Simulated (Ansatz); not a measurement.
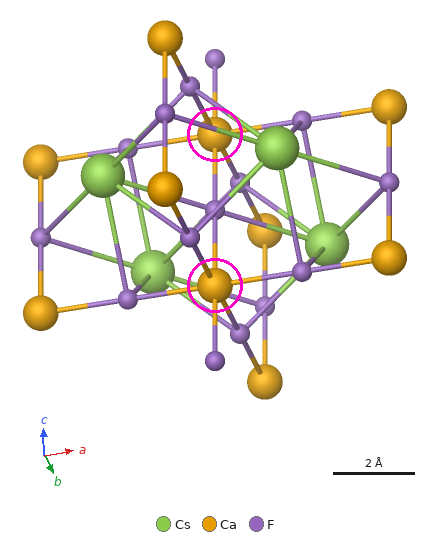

Perfect CsCaF3. The picture is a ball-and-stick view of the atoms within 5.5 Å of one point, seen from a free direction.

These are results of DFT, PBEsol, PAW, plane waves in Ansatz, not measurements. Set-up: plane-wave cutoff 420 eV; k-point mesh 1 × 1 × 1; mesh shifted by (0.25, 0.25, 0.25); no spin polarisation. Fermi-Dirac smearing of 0.01 eV. The axes drawn are those of the host's conventional cell.

Two calcium atoms are replaced by antimony, the two sites 4.5 Å apart at the ringed places, in charge state 0. The supercell has 40 sites, and the atoms are relaxed at the host's cell.

Predict the relaxed surroundings of the defect.

Answer. One site: in the host the Ca atom has 6 F at 2.25 Å; the Sb atom ends with 5 F at 2.00 to 2.25 Å. The other site: in the host the Ca atom has 6 F at 2.25 Å; the Sb atom ends with 4 F at 2.28 to 2.29 Å. Of the host's atoms, a fluorine atom moves furthest from its site, by 2.42 Å. The Sb atom itself moves 0.28 Å from where it was put. The Sb atom itself moves 0.21 Å from where it was put.

The relaxed defect, seen from the same direction:

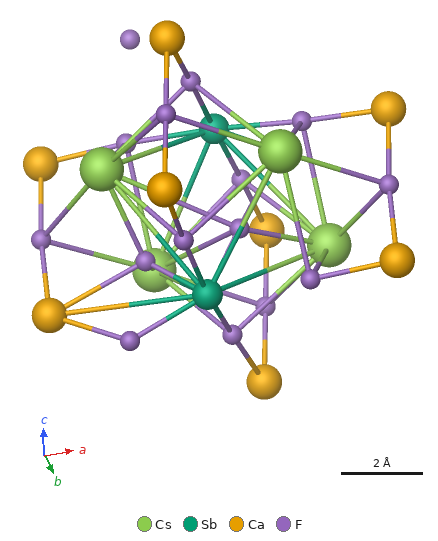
